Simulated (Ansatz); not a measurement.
# Alloy of AlN and SiC (9 of 48 Al sites, 9 of 48 N sites exchanged), 96 atoms

Aim: relax the alloy cell and compare the gap by PBEsol and r²SCAN.

Method: density functional theory in Ansatz 0.2.0, PAW datasets, plane waves.

### Step 1. The system as built

96 atoms (39 Al, 9 Si, 9 C, 39 N); a = 9.320 Å, b = 10.762 Å, c = 9.991 Å, α = 90.00°, β = 90.00°, γ = 90.00°. All atoms were shaken off their sites by about 0.02 Å along each axis.

Plan of the steps: (2) PBEsol cell relaxation at the single k point (¼, ¼, ¼), on 1 × NVIDIA H100 80GB HBM3 with 2 threads of AMD EPYC 7R13; (3) r²SCAN single point at the single k point (¼, ¼, ¼), on 1 × NVIDIA H100 80GB HBM3 with 2 threads of AMD EPYC 7R13.

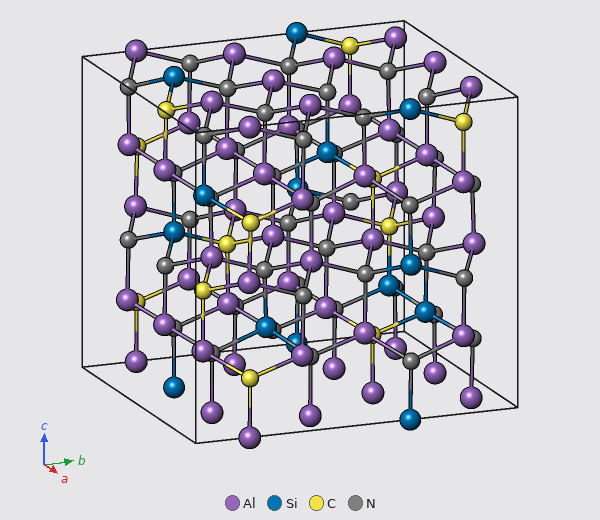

Start, viewed slightly off an axis; aluminium purple, silicon blue, carbon yellow, nitrogen grey. Atoms on faces are repeated.

### Step 2. Relaxing cell and atoms with PBEsol

in.yaml reads:

```yaml
crystal:
  lattice:
    - [9.319903, 0.000000, 0.000000]
    - [0.000000, 10.761696, 0.000000]
    - [0.000000, 0.000000, 9.991393]
  atoms:
    - { symbol: Al, position: [0.168757, 0.081015, 0.248807] }
    - { symbol: Al, position: [0.168820, 0.085970, 0.747875] }
    - { symbol: Al, position: [0.001784, 0.330356, 0.245800] }
    - { symbol: Al, position: [0.001304, 0.331399, 0.748217] }
    - { symbol: Al, position: [0.498163, 0.080363, 0.249575] }
    - { symbol: Al, position: [0.499224, 0.080904, 0.747933] }
    - { symbol: Al, position: [0.334798, 0.335664, 0.248402] }
    - { symbol: Al, position: [0.333960, 0.331081, 0.747704] }
    - { symbol: Al, position: [0.169428, 0.581273, 0.247338] }
    - { symbol: Al, position: [0.168587, 0.581908, 0.748432] }
    - { symbol: Al, position: [0.995676, 0.832886, 0.249391] }
    - { symbol: Al, position: [0.997255, 0.832247, 0.745553] }
    - { symbol: Al, position: [0.834840, 0.080790, 0.247609] }
    - { symbol: Al, position: [0.664694, 0.331342, 0.747289] }
    - { symbol: Al, position: [0.500544, 0.579960, 0.247496] }
    - { symbol: Al, position: [0.329578, 0.837625, 0.747885] }
    - { symbol: Al, position: [0.833612, 0.583889, 0.247110] }
    - { symbol: Al, position: [0.832747, 0.584182, 0.752618] }
    - { symbol: Al, position: [0.667251, 0.834815, 0.751029] }
    - { symbol: Al, position: [0.001035, 0.165425, 0.498715] }
    - { symbol: Al, position: [0.002866, 0.166951, 0.999629] }
    - { symbol: Al, position: [0.168636, 0.415374, 0.499828] }
    - { symbol: Al, position: [0.166707, 0.413892, 0.001575] }
    - { symbol: Al, position: [0.667346, 0.167504, 0.498230] }
    - { symbol: Al, position: [0.664393, 0.168962, 0.997171] }
    - { symbol: Al, position: [0.502087, 0.415382, 0.497957] }
    - { symbol: Al, position: [0.495021, 0.419148, 0.995532] }
    - { symbol: Al, position: [0.331923, 0.664491, 0.501109] }
    - { symbol: Al, position: [0.332302, 0.664988, 0.000653] }
    - { symbol: Al, position: [0.164322, 0.918622, 0.497131] }
    - { symbol: Al, position: [0.168111, 0.913784, 0.996445] }
    - { symbol: Al, position: [0.835174, 0.417724, 0.497653] }
    - { symbol: Al, position: [0.829468, 0.415910, 0.999110] }
    - { symbol: Al, position: [0.667163, 0.667312, 0.498009] }
    - { symbol: Al, position: [0.667447, 0.667445, 0.004019] }
    - { symbol: Al, position: [0.497798, 0.915060, 0.498609] }
    - { symbol: Al, position: [0.501383, 0.918853, 0.998419] }
    - { symbol: Al, position: [0.836038, 0.922000, 0.496757] }
    - { symbol: Al, position: [0.833898, 0.913738, 0.000794] }
    - { symbol: Si, position: [0.833860, 0.084534, 0.748037] }
    - { symbol: Si, position: [0.663363, 0.337804, 0.252254] }
    - { symbol: Si, position: [0.500828, 0.585239, 0.747245] }
    - { symbol: Si, position: [0.332190, 0.835724, 0.248198] }
    - { symbol: Si, position: [0.664219, 0.831834, 0.245082] }
    - { symbol: Si, position: [0.337398, 0.166705, 0.499247] }
    - { symbol: Si, position: [0.332584, 0.168209, 0.997228] }
    - { symbol: Si, position: [0.002609, 0.668053, 0.498544] }
    - { symbol: Si, position: [0.003118, 0.665111, 0.000426] }
    - { symbol: C, position: [0.002659, 0.167763, 0.190875] }
    - { symbol: C, position: [0.999892, 0.171126, 0.690601] }
    - { symbol: C, position: [0.664240, 0.666618, 0.190260] }
    - { symbol: C, position: [0.669262, 0.666588, 0.693516] }
    - { symbol: C, position: [0.502224, 0.084303, 0.941033] }
    - { symbol: C, position: [0.334595, 0.332087, 0.439769] }
    - { symbol: C, position: [0.996712, 0.832698, 0.937880] }
    - { symbol: C, position: [0.832637, 0.082260, 0.441299] }
    - { symbol: C, position: [0.333555, 0.836161, 0.438626] }
    - { symbol: N, position: [0.335807, 0.165911, 0.189320] }
    - { symbol: N, position: [0.335361, 0.166112, 0.687787] }
    - { symbol: N, position: [0.168514, 0.416020, 0.189824] }
    - { symbol: N, position: [0.167269, 0.419403, 0.689727] }
    - { symbol: N, position: [0.001310, 0.668329, 0.188061] }
    - { symbol: N, position: [0.997988, 0.665740, 0.689724] }
    - { symbol: N, position: [0.668384, 0.166965, 0.189716] }
    - { symbol: N, position: [0.665253, 0.163025, 0.688396] }
    - { symbol: N, position: [0.496913, 0.416407, 0.193066] }
    - { symbol: N, position: [0.498908, 0.416135, 0.689511] }
    - { symbol: N, position: [0.333605, 0.666951, 0.191036] }
    - { symbol: N, position: [0.327625, 0.666702, 0.691462] }
    - { symbol: N, position: [0.165634, 0.912161, 0.191187] }
    - { symbol: N, position: [0.163984, 0.917389, 0.684922] }
    - { symbol: N, position: [0.832082, 0.415512, 0.190373] }
    - { symbol: N, position: [0.831456, 0.418205, 0.684929] }
    - { symbol: N, position: [0.497397, 0.917506, 0.186035] }
    - { symbol: N, position: [0.503904, 0.918236, 0.689343] }
    - { symbol: N, position: [0.832970, 0.919265, 0.191000] }
    - { symbol: N, position: [0.830515, 0.918157, 0.687653] }
    - { symbol: N, position: [0.167925, 0.084715, 0.441218] }
    - { symbol: N, position: [0.171085, 0.083791, 0.934520] }
    - { symbol: N, position: [0.998909, 0.335219, 0.436501] }
    - { symbol: N, position: [0.000561, 0.334910, 0.939494] }
    - { symbol: N, position: [0.499005, 0.082605, 0.439398] }
    - { symbol: N, position: [0.329204, 0.335578, 0.939788] }
    - { symbol: N, position: [0.164875, 0.581860, 0.437364] }
    - { symbol: N, position: [0.169634, 0.582774, 0.943385] }
    - { symbol: N, position: [0.003576, 0.832831, 0.437176] }
    - { symbol: N, position: [0.831232, 0.086019, 0.939603] }
    - { symbol: N, position: [0.665540, 0.331361, 0.438143] }
    - { symbol: N, position: [0.663104, 0.334506, 0.942428] }
    - { symbol: N, position: [0.499972, 0.582971, 0.438969] }
    - { symbol: N, position: [0.504818, 0.583543, 0.942112] }
    - { symbol: N, position: [0.332600, 0.832167, 0.938678] }
    - { symbol: N, position: [0.834642, 0.585752, 0.437664] }
    - { symbol: N, position: [0.833211, 0.580069, 0.942022] }
    - { symbol: N, position: [0.668112, 0.833899, 0.437829] }
    - { symbol: N, position: [0.669055, 0.834426, 0.938355] }
  symmetry: { detect: false }
kpoints:
  mp_grid: { grid: [1, 1, 1], shift: [0.25, 0.25, 0.25] }
hamiltonian:
  xc: pbesol
scf:
  occupations: { method: fermi_dirac, width: 0.01 }
relax:
  f_tol: 0.03
  max_steps: 80
  escape_saddle: false
  adjacent_minimum: "off"
  cell: { fix: [alpha, beta, gamma] }
output:
  forces: true
  eigenvalues: true
  populations: true
  write_density: true
  write_potential: true
  elf: true
  volumetric_format: npy
```

Run with:

```
$ ansatz run in.yaml --threads 2 --pin off --max-ram 30400MiB --runs-dir r --events-out ev --progress --plain --backend cuda --devices 0, --max-vram 18GiB
```

Output (excerpt; [...] marks lines left out):

```text
Pseudopotentials: kind: paw
Functional definition: PBEsol
[...]
Crystal: 96 atoms, lattice volume = 1002.116 Å³
Basis set: ecut = 420 eV, 19593 PW (Γ), exchange–correlation on 128×144×144 points (8 copies of the dense FFT grid, shifted against one another)
Bands: 288, of which v1, the nominal top of the filled ones, is band 192 counted from 1 (191 counted from 0)
Symmetry: 1 space group operations
k-points: 1
[...]
SCF iter   1: F=—  HF=-43135.432202 eV  |F-HF|=—  |Δ(HF+E_count)|=         —  Δρ=9.94e-3  dr2=1.26e0  ethr=1.77e-3  ⟨swp⟩=6.0  Hψ=1326  notcnv=0  defer=36
[...]
[... 4 lines of SCF cycles left out ...]
[...]
SCF iter   8: F=-43135.054201 eV  HF=-43135.054201 eV  |F-HF|=1.41e-8  |Δ(HF+E_count)|=   5.96e-8  Δρ=1.29e-6  dr2=2.02e-8  ethr=2.60e-11  ⟨swp⟩=21.0  Hψ=2709  notcnv=0
[...]
relax step   1: F+E_penalty+E_count = -43135.05420077 eV  Δ(F+E_penalty+E_count) = +0.000e0 eV  max|allowed force component| = 3.060e0 eV/Å  Δτ_max = 0.0000 Å  P = +1.160 GPa  Ω = 1002.116 Å³  fix = [alpha, beta, gamma]  reactions: alpha -0.294, beta +0.077, gamma -0.164 GPa/rad  (8 SCF [...]
relax step   4: F+E_penalty+E_count = -43141.54367865 eV  Δ(F+E_penalty+E_count) = -3.190e-2 eV  max|allowed force component| = 2.308e-1 eV/Å  Δτ_max = 0.0222 Å  P = +0.059 GPa  Ω = 1005.498 Å³  energy of the carried Pulay correction = -1.011e-2 eV  fix = [alpha, beta, gamma]  reactions: [...]
[... 4 atoms left out ...]
  atom  31  Al     0.00666946    -0.01058592     0.00191436
[... 7 atoms left out ...]
  atom  39  Al    -0.00995597    -0.01180880    -0.00218587
[... 6 atoms left out ...]
  atom  46  Si    -0.00537774     0.01242363    -0.00951954
[... 19 atoms left out ...]
  atom  66  N      0.00123941    -0.01010169     0.00805834
  atom  67  N      0.00006096    -0.01617689    -0.00228692
[... 9 atoms left out ...]
[...]
[... 17 atoms left out ...]
[...]
[... 1 atom left out ...]
[...]
--- Stress (GPa, compression-positive) ---
        0.023695      -0.000256      -0.338943
       -0.000257       0.026452      -0.164982
       -0.338945      -0.164986       0.023269
  P = ⅓ Tr σ = 0.0245 GPa (0.245 kbar)
--- Band table (eV) ---
[...]
--- Relaxed structure (5 steps of the walk, 5 accepted, 1 SCFs on fresh bases) ---
  F+E_penalty+E_count = -43141.57716859 eV   max|allowed force component| = 1.618e-2 eV/Å   (the final SCF, on the basis selected at the relaxed cell)
  cell:  # Å, volume = 1005.7784 Å³
    - [9.335561589340735, -3.234912397228737e-143, -1.1718290420361309e-143]
    - [-3.7353547355167655e-143, 10.780683840491081, 2.436219940134416e-111]
    - [-1.2562581915065535e-143, 2.261839663220316e-111, 9.993452281548706]
  atoms:
    - { symbol: Al, position: [0.1674053110372266, 0.08340807365503158, 0.2490085391570563] }
    - { symbol: Al, position: [0.16979827310480688, 0.07981656343331166, 0.7469817670553617] }
[... 94 atoms left out; the next input holds them all, rounded ...]
--- Löwdin populations: 96 sites ---
  site symbol       q [e]
     0     Al      2.0012
     1     Al      1.9846
[... 94 atoms left out ...]
  spilling = 0.008996 (of n_electrons = 384.000000)
```

Run time: 20 s. Hardware: 1 × NVIDIA H100 80GB HBM3 with 2 threads of AMD EPYC 7R13, shared host; peak host memory 1.4 GiB.

The walk (solves on a freshly chosen basis count as rows, and their energies jump a little):

| accepted step | energy change (eV) | largest force component (eV/Å) | SCF cycles | pressure (GPa) |
| --- | --- | --- | --- | --- |
| 1 | 0.000 | 3.060 | 8 | 1.16 |
| 2 | -4.617 | 1.666 | 7 | 0.04 |
| 3 | -6.458 | 0.261 | 6 | -0.61 |
| 4 | -6.489 | 0.231 | 6 | 0.06 |
| 5 | -6.511 | 0.016 | 5 | 0.02 |
| 6 | -6.523 | 0.016 | 6 | 0.02 |

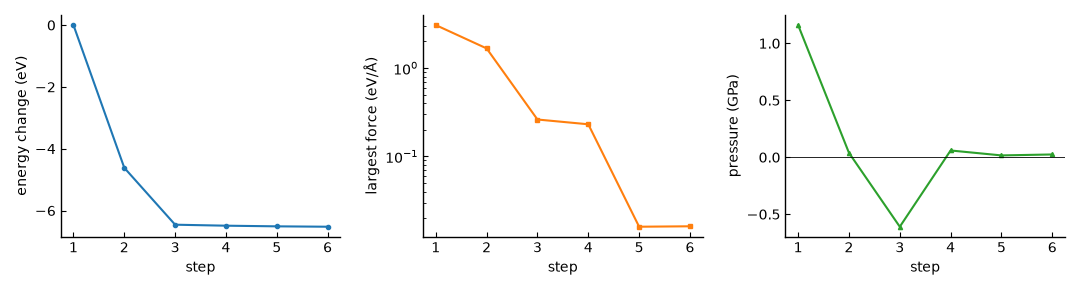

Energy, largest force component and pressure along the relaxation.

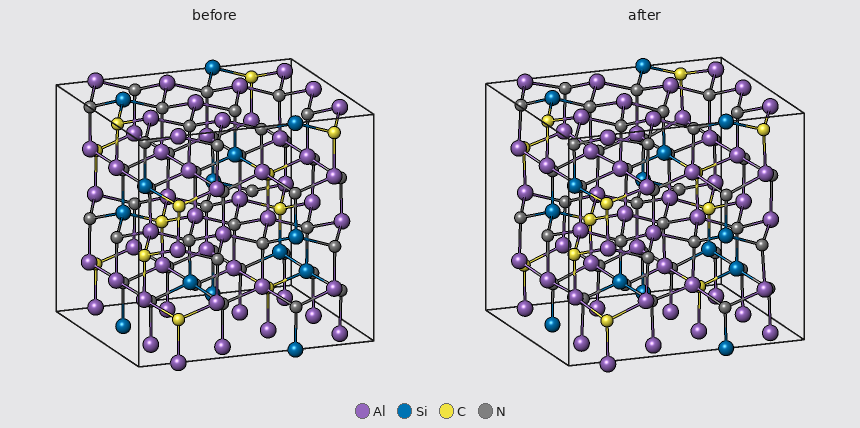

The cell before and after the relaxation.

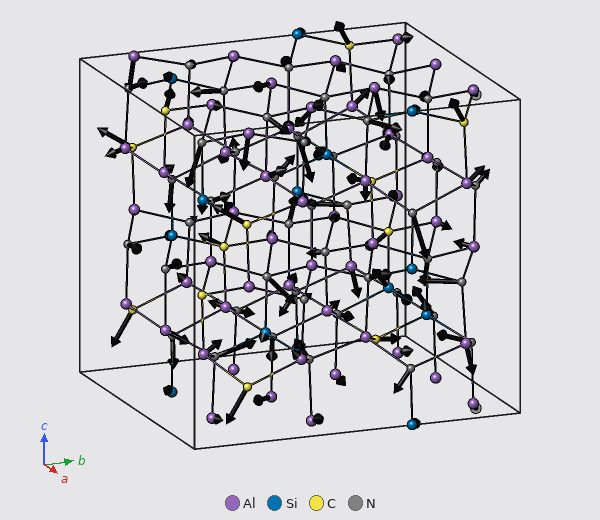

The relaxed cell; black arrows show the larger shifts of the atoms, drawn 11 times longer.

|  | before | after | change |
| --- | --- | --- | --- |
| a (Å) | 9.320 | 9.336 | +0.17 % |
| b (Å) | 10.762 | 10.781 | +0.18 % |
| c (Å) | 9.991 | 9.993 | +0.02 % |
| volume (Å³/atom) | 10.439 | 10.477 | +0.37 % |

Bonds in the relaxed cell, counted within a distance cut:

| pair | count | mean (Å) | spread (Å) | least | most |
| --- | --- | --- | --- | --- | --- |
| Al–C | 29 | 1.924 | 0.026 | 1.864 | 1.981 |
| Al–N | 127 | 1.919 | 0.034 | 1.842 | 1.993 |
| C–Si | 7 | 1.794 | 0.006 | 1.785 | 1.800 |
| N–Si | 29 | 1.801 | 0.022 | 1.769 | 1.857 |

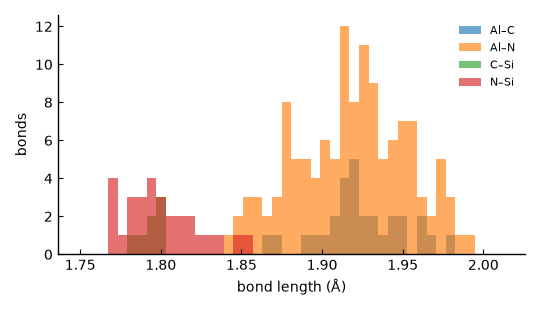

Spread of the bond lengths.

Top filled level 8.595 eV, lowest empty level 11.911 eV: 3.32 eV apart at the single k point (¼, ¼, ¼).

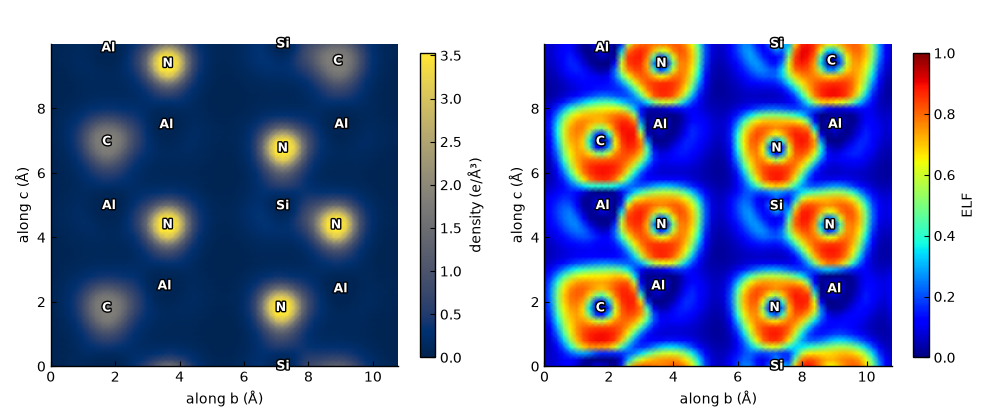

Density (left) and ELF (right) in a lattice plane of the grid's cell (edges 10.78 and 9.99 Å, at 0.000 of the third edge), which holds Al and Si and C and N. Only atoms in the plane are labelled. Both are smooth fields of the valence electrons: close to the nuclei they are not physical.

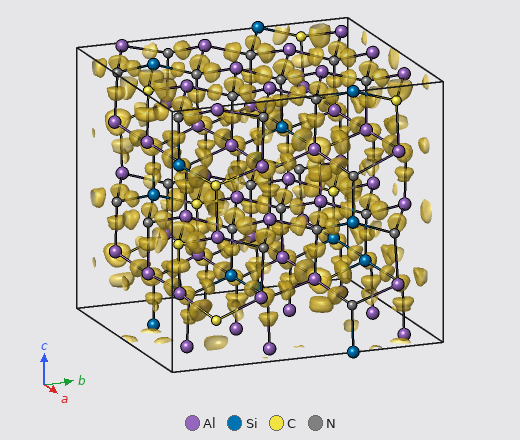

Surface of ELF = 0.85, drawn in one cell.

The highest ELF values outside the cores: 0.91 on the Si–C line, 0.9 Å from Si; 0.91 on the C–Al line, 0.9 Å from C.

[end of part 1 of 2]
